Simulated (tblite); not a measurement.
```xyz
20
charge 0, multiplicity 1
F     2.7118   -0.4792    1.6227
C     2.7623   -0.1937    0.2902
F     3.5088    0.9414    0.1782
Si    0.9849    0.0952   -0.4242
C     0.0576    1.3474    0.6481
C    -1.4227    1.4098    0.2432
B    -2.1829    0.0659   -0.0587
C    -1.4939   -1.2366   -0.6119
C    -0.0233   -1.4983   -0.2575
H     3.3398   -0.9970   -0.1848
H     1.2034    0.5203   -1.8169
H     0.1210    1.0339    1.6939
H     0.4966    2.3460    0.6015
H    -1.4954    1.9648   -0.7012
H    -1.9611    2.0253    0.9692
H    -3.3562    0.0819   -0.0082
H    -1.5672   -1.1249   -1.7013
H    -2.0793   -2.1317   -0.3839
H     0.0280   -1.8500    0.7761
H     0.3628   -2.3098   -0.8776
```

Work out the structure from the coordinates.

It has 20 atoms: 5 carbon, 11 hydrogen, 1 boron, 2 fluorine and 1 silicon (C5H11BF2Si). As SMILES it reads `FC(F)[SiH]1CCBCC1`. Independent rings (smallest set): 1 of 6 members. Among its groups: C–F bond, Si–H bond, B–H bond. This geometry has C1 symmetry. Coordination: 5 C tetrahedral; 1 Si tetrahedral; 1 B trigonal planar.

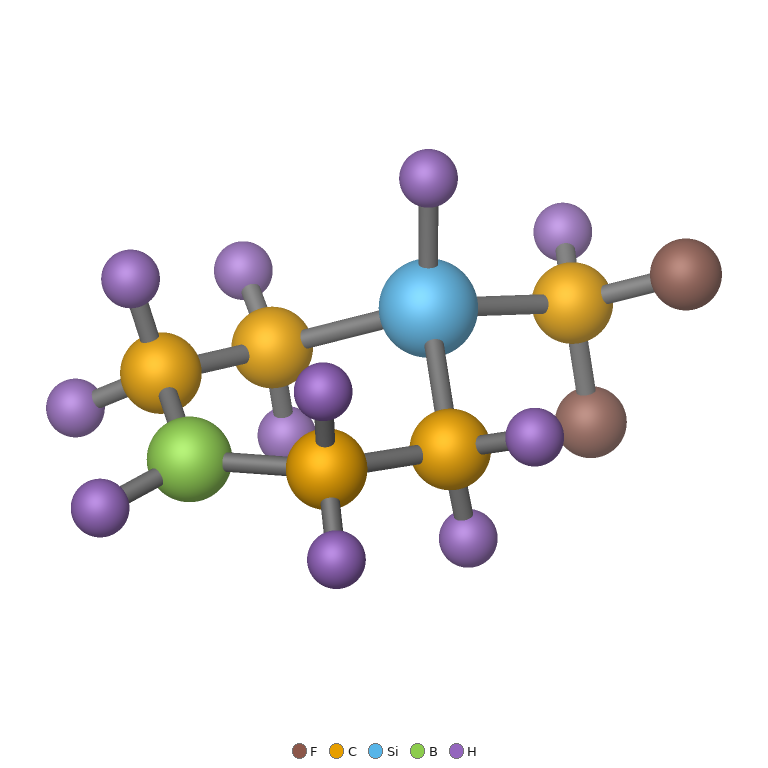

Simulated data, not a measurement (program: tblite).
